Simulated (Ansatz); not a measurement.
# [NO3]− (nitrate): B3LYP/6-31G(d) (Cartesian functions)

What is the energy change on altering one bond length of [NO3]− (nitrate) at B3LYP/6-31G* (Cartesian functions)? 

The calculation is run with Ansatz 0.2.0.

## 1. The structure to begin with

[NO3]− has 4 atoms, charge -1, and is taken as a singlet. As SMILES, `O=[N+]([O-])[O-]`. The coordinates come from a PBE0-D4/def2-TZVPD relaxation.

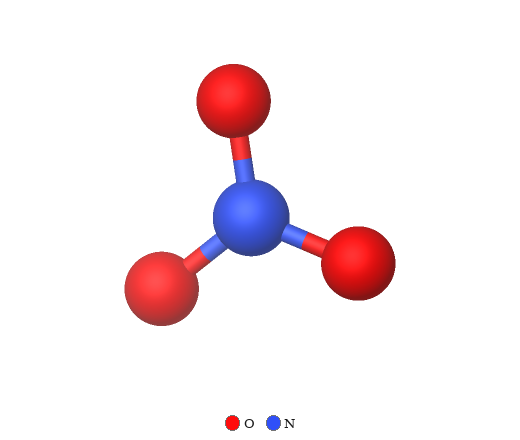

Viewed from a chosen angle; oxygen red, nitrogen blue.

## 2. A single-point energy at B3LYP/6-31G(d) (Cartesian functions)

Input file molecule.yaml:

```yaml
crystal:
  periodic: [false, false, false]
  atoms:
    - symbol: O
      position_ang: [0.296520, 0.524040, 1.091530]
    - symbol: "N"
      position_ang: [0.000000, 0.000000, -0.000000]
    - symbol: O
      position_ang: [0.470440, -1.113360, -0.305120]
    - symbol: O
      position_ang: [-0.766950, 0.589330, -0.786420]
basis:
  gaussian:
    orbitals: "6-31G*"
total_charge: -1
hamiltonian:
  xc: {name: B3LYP}
accuracy: high
output: {orbitals: {seedname: orbitals}}
```

Started as:

```
$ ansatz run molecule.yaml --threads 1 --pin off --max-ram 3480MiB --events-out events.jsonl --progress --plain --runs-dir runs
```

Standard output:

```text
Warning: RAYON_NUM_THREADS=1 ignored (pool sized by the plan → 1); use --threads N
Functional definition: B3LYP
  name "B3LYP"
  parameter a0 = 0.2
  parameter ax = 0.72
  parameter ac = 0.81
  exchange = (1 - a0 - ax)*slater_x + ax*b88_x + a0*exact_x
  correlation = (1 - ac)*vwn_rpa_c + ac*lyp_c
1188 factors; integrals over basis functions are off by at most 2.7e-9 eV
mean field evaluation 1: about -7621.6658 eV, gradient 6.3e1 eV
mean field evaluation 2: about -7607.2496 eV, gradient 1.2e2 eV
mean field evaluation 4: about -7628.2928 eV, gradient 6.5e-1 eV
mean field evaluation 8: about -7628.2940 eV, gradient 3.0e-2 eV
mean field evaluation 16: about -7628.2940 eV, gradient 7.8e-7 eV
mean field -7628.29401721 eV, -280.3346344892 hartree, gradient 4.4e-8 eV, S^2 0.000000; 0 other end points of the search recorded, 0 dependent functions left out
reference -7628.29403505 eV, -280.3346351445 hartree; 16, 16 occupied and 44, 44 virtual orbitals, 1188 factors
Total energy: -7628.29403505 eV, -280.3346351445 hartree
```

Run time: 1.9 s. Hardware: 1 thread of Arm Neoverse V2, shared host; peak memory 0.14 GiB.

## 3. The distorted shape at the same level

Input file molecule.yaml:

```yaml
crystal:
  periodic: [false, false, false]
  atoms:
    - {symbol: O, position_ang: [0.910107, 0.052555, 1.720694]}
    - {symbol: N, position_ang: [0.613587, -0.471485, 0.629164]}
    - {symbol: O, position_ang: [1.084027, -1.584845, 0.324044]}
    - {symbol: O, position_ang: [-0.766950, 0.589330, -0.786420]}
basis:
  gaussian:
    orbitals: "6-31G*"
total_charge: -1
hamiltonian:
  xc: {name: B3LYP}
accuracy: high
output: {orbitals: {seedname: orbitals}}
```

Started as:

```
$ ansatz run molecule.yaml --threads 1 --pin off --max-ram 3480MiB --events-out events.jsonl --progress --plain --runs-dir runs
```

Standard output (excerpt; [...] marks lines left out):

```text
Warning: RAYON_NUM_THREADS=1 ignored (pool sized by the plan → 1); use --threads N
[... 7 set-up lines as earlier in the session ...]
1136 factors; integrals over basis functions are off by at most 2.9e-9 eV
mean field evaluation 1: about -7604.7426 eV, gradient 8.1e1 eV
mean field evaluation 2: about -7321.1067 eV, gradient 2.4e2 eV
mean field evaluation 4: about -7618.6788 eV, gradient 5.2e1 eV
mean field evaluation 8: about -7624.4122 eV, gradient 1.3e0 eV
mean field evaluation 16: about -7624.4161 eV, gradient 8.1e-5 eV
mean field -7624.41614705 eV, -280.1921253893 hartree, gradient 7.7e-8 eV, S^2 0.000000; 0 other end points of the search recorded, 0 dependent functions left out
reference -7624.41616708 eV, -280.1921261253 hartree; 16, 16 occupied and 44, 44 virtual orbitals, 1136 factors
Total energy: -7624.41616708 eV, -280.1921261253 hartree
```

Wall time 2 s (1 thread of Arm Neoverse V2, shared host); peak memory 0.14 GiB.

## 4. Results

Level: B3LYP/6-31G* (Cartesian functions).

| quantity | value |
| --- | --- |
| first shape: total energy | -280.33464 Eh |
| first shape: HOMO energy | 0.13 eV |
| first shape: LUMO energy | 6.20 eV |
| first shape: HOMO–LUMO gap (to an unbound level, set by the basis) | 6.07 eV |
| distorted shape: total energy | -280.19213 Eh |
| distorted shape: HOMO energy | -0.20 eV |
| distorted shape: LUMO energy | 2.64 eV |
| distorted shape: HOMO–LUMO gap (to an unbound level, set by the basis) | 2.84 eV |
| energy change with the N2–O4 bond stretched from 1.247 to 2.244 Å | 3.878 eV |

With the N2–O4 bond stretched from 1.247 to 2.244 Å the energy rises by 3.88 eV (374 kJ/mol). The first shape isn't relaxed at this level, so the change isn't measured from a minimum. The HOMO (first shape) lies at positive energy, 0.13 eV; only total energies tell whether the electron is bound.
